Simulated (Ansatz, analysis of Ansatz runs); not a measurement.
# Local vibrational mode of interstitial H+ in rutile SnO2 (PBE)

How near does this set-up come to the measured local vibrational mode? Subject: interstitial H+ in rutile SnO2. Set-up: PBE, 24-site cell, PBE lattice, 420 eV, k: the single point 1/4 1/4 1/4, with the key nspin. The model is a cell of 24 host atoms with 1 H put in. The frequencies come from force constants among the defect atom and its neighbours, with the masses of the isotopes named.

What was measured. O-H stretch, 1H: 3156.1 cm⁻¹ at 4.2 K, by polarized FTIR absorption (“Hydrogen impurities and shallow donors in SnO2 studied by infrared spectroscopy”, 2011, F. Bekisli et al.). O-D stretch, 2H: 2360.4 cm⁻¹ at 4.2 K, by polarized FTIR absorption (“Hydrogen impurities and shallow donors in SnO2 studied by infrared spectroscopy”, 2011, F. Bekisli et al.).

Calculated with Ansatz 0.2.0; plane-wave PAW DFT, PBE; relaxation of all atoms of a defect supercell.

## Step 1: The starting structure

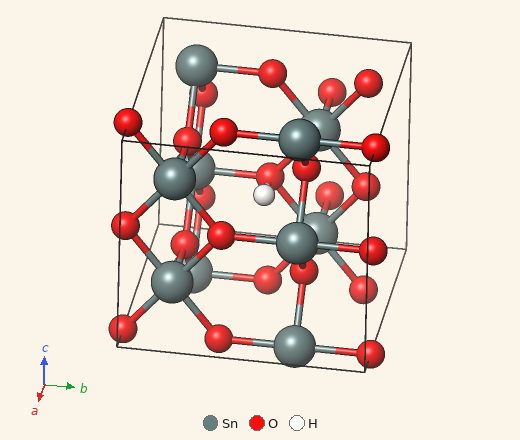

The starting structure, seen slightly off an axis (tin teal, oxygen red, hydrogen white). Some periodic images of atoms are drawn too.

The cell holds 25 atoms: 8 Sn, 16 O and 1 H. Its edges and angles: a = 6.826 Å, b = 6.826 Å, c = 6.477 Å, α = 90.0°, β = 90.0°, γ = 90.0°. It derives from SnO2 (space group P4_2/mnm). Nearest the centre at fractional (0.648, 0.307, 0.250): H25 at 0.00 Å, O8 at 1.01 Å, Sn14 at 2.32 Å, Sn2 at 2.32 Å, Sn4 at 2.33 Å, O6 at 2.35 Å, O18 at 2.35 Å, O11 at 2.53 Å. The cell carries charge +1.

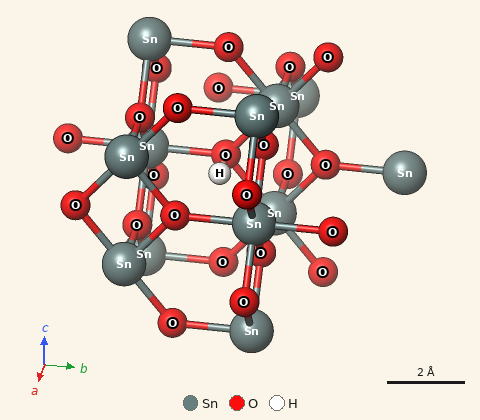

The atoms within 5 Å of the centre.

The host's primitive cell comes from a first run (plane-wave PAW DFT, PBE; relaxation of the host's cell and atoms): vectors of 4.827, 4.827 and 3.238 Å. That is 12.57 Å³ an atom, 5.5 % over the diffraction cell's volume. The supercell is built on it.

## Step 2: Relaxation, charge +1

Every later number rests on the structure around the defect, so the atoms are relaxed at the host's lattice first.

The input, relax/input.yaml:

```yaml
relax:
  f_tol: 0.01
  max_steps: 80
  random_displacement: { amplitude: 0.02, seed: 317 }
crystal:
  lattice:
    - [4.82691784, 4.82691784, 0.0]
    - [-4.82691784, 4.82691784, 0.0]
    - [0.0, 0.0, 6.47657047]
  atoms:
    - { symbol: Sn, position: [0.0, 0.0, 0.0] }
    - { symbol: Sn, position: [0.5, 0.5, 0.0] }
    - { symbol: Sn, position: [0.0, 0.5, 0.25] }
    - { symbol: Sn, position: [0.5, 0.0, 0.25] }
    - { symbol: O, position: [0.306570869, 0.0, 0.0] }
    - { symbol: O, position: [0.806570869, 0.5, 0.0] }
    - { symbol: O, position: [0.0, 0.806570869, 0.25] }
    - { symbol: O, position: [0.5, 0.306570869, 0.25] }
    - { symbol: O, position: [0.193429131, 0.5, 0.0] }
    - { symbol: O, position: [0.693429131, 0.0, 0.0] }
    - { symbol: O, position: [0.0, 0.193429131, 0.25] }
    - { symbol: O, position: [0.5, 0.693429131, 0.25] }
    - { symbol: Sn, position: [0.0, 0.0, 0.5] }
    - { symbol: Sn, position: [0.5, 0.5, 0.5] }
    - { symbol: Sn, position: [0.0, 0.5, 0.75] }
    - { symbol: Sn, position: [0.5, 0.0, 0.75] }
    - { symbol: O, position: [0.306570869, 0.0, 0.5] }
    - { symbol: O, position: [0.806570869, 0.5, 0.5] }
    - { symbol: O, position: [0.0, 0.806570869, 0.75] }
    - { symbol: O, position: [0.5, 0.306570869, 0.75] }
    - { symbol: O, position: [0.193429131, 0.5, 0.5] }
    - { symbol: O, position: [0.693429131, 0.0, 0.5] }
    - { symbol: O, position: [0.0, 0.193429131, 0.75] }
    - { symbol: O, position: [0.5, 0.693429131, 0.75] }
    - { symbol: H, position: [0.647749, 0.3071, 0.25] }
total_charge: 1
basis:
  ecutwfc: 420
  xc_grid: 2
hamiltonian:
  xc: pbe
kpoints:
  mp_grid: { grid: [1, 1, 1], shift: [0.25, 0.25, 0.25] }
scf:
  occupations: { method: fermi_dirac, width: 0.01 }
  max_iter: 60
output:
  forces: true
magnetization:
  nspin: 2
checkpoint:
  write: "../relax.run"
  compress: false
  write_wavefunctions: true
  write_every: 100000
```

On the command line:

```sh
$ ansatz run input.yaml --threads 2 --pin off --max-ram 3768MiB --backend cpu --events-out ev --progress --plain --runs-dir out
```

Log:

```text
Error: YAML parse error: error: line 50 column 3: unknown field `nspin`, expected one of spin_polarized, noncollinear, spin_orbit, initial_magnetization, per_species, retry_lost_moments, magnetic_field, spin_locking, spin_spiral
  --> <input>:50:3
   |
48 |   forces: true
49 | magnetization:
50 |   nspin: 2
   |   ^ unknown field `nspin`, expected one of spin_polarized, noncollinear, spin_orbit, initial_magnetization, per_species, retry_lost_moments, magnetic_field, spin_locking, spin_spiral
51 | checkpoint:
52 |   write: "../relax.run"
   |
```

Wall time 0.03 s (2 threads of Intel Xeon Platinum 8488C (Sapphire Rapids), shared host); peak memory 0.028 GiB.

The program refused the input before any cycle.

The program's message: “Error: YAML parse error: error: line 50 column 3: unknown field `nspin`, expected one of spin_polarized, noncollinear, spin_orbit, initial_magnetization, per_species, retry_lost_moments, magnetic_fiel …”

## Step 3: Outcome

The local vibrational mode was not obtained, because the step “relaxation, charge +1” was refused by the program; the cause lies in the set-up: nspin is a key of another program.

[Logs are printed without paths, hosts, clocks, repeated set-up lines and the standing remarks that a program may print on its own settings, such as how far it seeks lower states.]

[Hosts, paths, dates, database ids (printed as entryN), source tags and the programs' standing remarks are cut or masked in the printed files.]

[For some hosts the program warned that the k-mesh of the response run may be too coarse for force constants and the static dielectric constant; such warnings are not shown here.]
